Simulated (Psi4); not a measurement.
## Single-point calculation of BPH4 (charge −1)

The run: single-point calculation of BPH4, charge −1, multiplicity 2. Method and program: ZAPT2/DZVP, ROHF, ZORA (Psi4 1.11).

The run did not end well. The geometry comes from this level: GFN2-xTB.

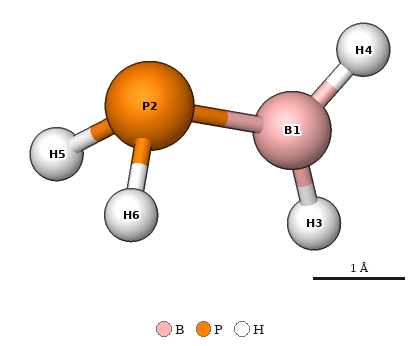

Figure 1. The structure (ball-and-stick view, seen at a tilt; atoms are numbered from 1 in the order of the input).

### The input (bh4p.inp)
```
memory 1600 mb

molecule m {
  -1 2
  B
  P 1 1.843581
  H 1 1.195034 2 122.2939
  H 1 1.18987 3 120.10823 2 179.85719
  H 2 1.439747 1 104.93863 4 136.39751
  H 2 1.440891 5 84.40769 1 -104.24065
}

set {
  basis        DZVP
  reference    rohf
  scf_type     pk
  freeze_core  true
  relativistic zora
}

E, wfn = energy('zapt2', return_wfn=True)
print_variables()
```

Command:
```bash
psi4 -n 1 bh4p.inp bh4p.out
```

### Output
```
Psi4 1.11 release

Relativistic analytic gradients are not implemented yet, re-routing to finite differences.

   => Loading Basis Set <=

    Name: DZVP
    Role: ORBITAL
    Keyword: BASIS

         ---------------------------------------------------------
                                   SCF
                             ROHF Reference
                        1 Threads,   1525 MiB Core
         ---------------------------------------------------------

  ==> Geometry <==

    Molecular point group: c1
    Full point group: C1

    Geometry (in Angstrom), charge = -1, multiplicity = 2:

       Center              X                  Y                   Z               Mass
    ------------   -----------------  -----------------  -----------------  -----------------
         B            0.000307144653    -0.042798613542    -1.312061931969    11.009305360000
         P            0.000307144653    -0.042798613542     0.531519068031    30.973761998420
         H            0.000307144653     0.967385995663    -1.950523611699     1.007825032230
         H           -0.002258467531    -1.097284450831    -1.863282081719     1.007825032230
         H            0.962119873396     0.962208708619     0.902663219596     1.007825032230
         H           -0.972963305817     0.950555837090     0.908558110483     1.007825032230

  Running in c1 symmetry.

  Rotational constants: A =      2.87518  B =      0.43585  C =      0.41351 [cm^-1]
  Rotational constants: A =  86195.64995  B =  13066.47727  C =  12396.85148 [MHz]
  Nuclear repulsion =   46.180807136878514

  Charge       = -1
  Multiplicity = 2
  Electrons    = 25
  Nalpha       = 13
  Nbeta        = 12

  ==> Algorithm <==

  SCF Algorithm Type is PK.
  DIIS enabled.
  MOM disabled.
  Fractional occupation disabled.
  Guess Type is SAD.
  Energy threshold   = 1.00e-08
  Density threshold  = 1.00e-08
  Integral threshold = 1.00e-12

  ==> Primary Basis <==

  Basis Set: DZVP
    Blend: DZVP
    Number of shells: 22
    Number of basis functions: 40
    Number of Cartesian functions: 42
    Spherical Harmonics?: true
    Max angular momentum: 2

  ==> Integral Setup <==

  Using in-core PK algorithm.
   Calculation information:
      Number of atoms:                   6
      Number of AO shells:              22
      Number of primitives:             56
      Number of atomic orbitals:        42
      Number of basis functions:        40

      Integral cutoff                 1.00e-12
      Number of threads:                 1

  Performing in-core PK
  Using 673220 doubles for integral storage.
  We computed 32063 shell quartets total.
  Whereas there are 32131 unique shell quartets.

  ==> DiskJK: Disk-Based J/K Matrices <==

    J tasked:                  Yes
    K tasked:                  Yes
    wK tasked:                  No
    Memory [MiB]:             1144
    Schwarz Cutoff:          1E-12

 OEINTS: Using relativistic (ZORA) kinetic integrals.

        ____  ____  ___  ___
       /_  / / __ \/ _ \/ _ |
        / /_/ /_/ / , _/ __ |
       /___/\____/_/|_/_/ |_|
      ========================

  ==> ZORA Details <==
    Total number of grid points: 1442260
    Total number of batches: 9325
    Using 1 thread(s)

  Minimum eigenvalue in the overlap matrix is 9.7796901452E-03.
  Reciprocal condition number of the overlap matrix is 2.2547886009E-03.
    Using symmetric orthogonalization.

  ==> Pre-Iterations <==

  SCF Guess: Superposition of Atomic Densities via on-the-fly atomic UHF (no occupation information).

   -------------------------
    Irrep   Nso     Nmo
   -------------------------
     A         40      40
   -------------------------
    Total      40      40
   -------------------------

  ==> Iterations <==

                        Total Energy        Delta E     RMS |[F,P]|

   @ROHF iter SAD:  -368.20975778522461   -3.68210e+02   0.00000e+00
   @ROHF iter   1:  -368.75638352557201   -5.46626e-01   6.28030e-03 DIIS
   @ROHF iter   2:  -368.83978411096768   -8.34006e-02   2.99436e-03 DIIS
   @ROHF iter   3:  -368.86050631059459   -2.07222e-02   4.32018e-04 DIIS
   @ROHF iter   4:  -368.86138451678409   -8.78206e-04   9.38055e-05 DIIS
   @ROHF iter   5:  -368.86143161709191   -4.71003e-05   2.20009e-05 DIIS
   @ROHF iter   6:  -368.86143376102251   -2.14393e-06   4.98345e-06 DIIS
   @ROHF iter   7:  -368.86143386324812   -1.02226e-07   1.16855e-06 DIIS
   @ROHF iter   8:  -368.86143387103175   -7.78363e-09   2.86389e-07 DIIS
   @ROHF iter   9:  -368.86143387152521   -4.93458e-10   7.08690e-08 DIIS
   @ROHF iter  10:  -368.86143387155511   -2.98996e-11   1.61582e-08 DIIS
   @ROHF iter  11:  -368.86143387155676   -1.64846e-12   3.73017e-09 DIIS
  Energy and wave function converged.

  ==> Post-Iterations <==

    Orbital Energies [Eh]
    ---------------------

    Doubly Occupied:

       1A    -80.218719     2A     -7.342732     3A     -7.308381
       4A     -5.178767     5A     -5.178643     6A     -5.176983
       7A     -0.641150     8A     -0.432129     9A     -0.291484
      10A     -0.282309    11A     -0.235263    12A     -0.137986

    Singly Occupied:

      13A      0.147011

    Virtual:

      14A      0.344267    15A      0.365373    16A      0.392548
      17A      0.407304    18A      0.458021    19A      0.552092
      20A      0.576471    21A      0.594557    22A      0.628473
      23A      0.669711    24A      0.730046    25A      0.813848
      26A      1.008030    27A      1.020347    28A      1.084632
      29A      1.107093    30A      1.130187    31A      1.240278
      32A      1.244847    33A      1.292309    34A      1.423667
      35A      1.524254    36A      1.574290    37A      1.630805
      38A      1.793748    39A      1.955476    40A      2.189764

    Final Occupation by Irrep:
              A
    DOCC [    12 ]
    SOCC [     1 ]
    NA   [    13 ]
    NB   [    12 ]

  @ROHF Final Energy:  -368.86143387155676

   => Energetics <=

    Nuclear Repulsion Energy =             46.1808071368785136
    One-Electron Energy =                -605.2127762153503454
    Two-Electron Energy =                 190.1705352069150763
    Total Energy =                       -368.8614338715566987

Computation Completed

Properties will be evaluated at   0.000000,   0.000000,   0.000000 [a0]

Properties computed using the SCF density matrix

 Multipole Moments:

 ------------------------------------------------------------------------------------
     Multipole            Electronic (a.u.)      Nuclear  (a.u.)        Total (a.u.)
 ------------------------------------------------------------------------------------

 L = 1.  Multiply by 2.5417464519 to convert [e a0] to [Debye]
 Dipole X            :          0.0103655           -0.0125702           -0.0022047
 Dipole Y            :         -1.5490453            1.7515755            0.2025302
 Dipole Z            :          2.3144511           -1.1151425            1.1993086
 Magnitude           :                                                    1.2162913

 ------------------------------------------------------------------------------------

	total time  =          4 seconds =       0.07 minutes
 MINTS: Wrapper to libmints.

   Calculation information:
      Number of threads:                 1
      Number of atoms:                   6
      Number of AO shells:              22
      Number of SO shells:              22
      Number of primitives:             56
      Number of atomic orbitals:        42
      Number of basis functions:        40

      Number of irreps:                  1
      Integral cutoff                 1.00e-12
      Number of functions per irrep: [  40 ]

 OEINTS: Overlap, kinetic, potential, dipole, and quadrupole integrals
         stored in file 35.

      Computing two-electron integrals...done
      Computed 212197 non-zero two-electron integrals.
        Stored in file 33.

         ---------------------------------------------------------
                          Configuration Interaction
                            (a 'D E T C I' module)

         ---------------------------------------------------------

Warning: iopen=0,opentype!=closed. Making iopen=1

   ==> Parameters <==

    EX LEVEL       =       13      H0 BLOCKSIZE  =        1
    VAL EX LEVEL   =        0      H0 GUESS SIZE =        1
    H0COUPLINGSIZE =        0      H0 COUPLING   =       NO
    MAXITER        =       24      NUM PRINT     =       20
    NUM ROOTS      =        1      ICORE         =        1
    PRINT LVL      =        1      FCI           =      YES
    R CONV         = 1.00e-04      MIXED         =      YES
    E CONV         = 1.00e-06      MIXED4        =      YES
    R4S            =       NO      REPL OTF      =       NO
    DIAG METHOD    =      SEM      FOLLOW ROOT   =        0
    PRECONDITIONER = DAVIDSON      UPDATE        = DAVIDSON
    S              =   0.5000      Ms0           =       NO
    GUESS VECTOR   =     UNIT      OPENTYPE      = HIGHSPIN
    COLLAPSE SIZE  =        1      HD AVG        = ORB_ENER
MPN options:
    MPN            =      YES      MPN SCHMIDT   =       NO
    ZAPTN          =      YES      MPN WIGNER    =      YES
    PERT Z         =   1.0000
    MAX NUM VECS   =        2      REF SYM       =     AUTO
    IOPEN        =      YES

    EX ALLOW       =  1  1  1  1  1  1  1  1  1  1  1  1  1
    STATE AVERAGE  =  0(1.00)

   ==> CI Orbital and Space information <==

   ------------------------------------
               Space    Total     A
   ------------------------------------
                 Nso       40    40
                 Nmo       40    40
               Ndocc       12    12
               Nsocc        1     1
   ------------------------------------
              CI Spaces
   ------------------------------------
        Dropped DOCC        6     6
              Active       34    34
        Dropped UOCC        0     0
   ------------------------------------

   ==> Setting up CI strings <==
```

### What the run reported

- outcome: stopped at the time limit
- hardware: 1 thread of Intel Xeon (Granite Rapids), 16 GiB of memory available, shared host
- wall time: 94 s
- peak memory: 11 GiB

The run was cut off by its time limit, so the output is incomplete.
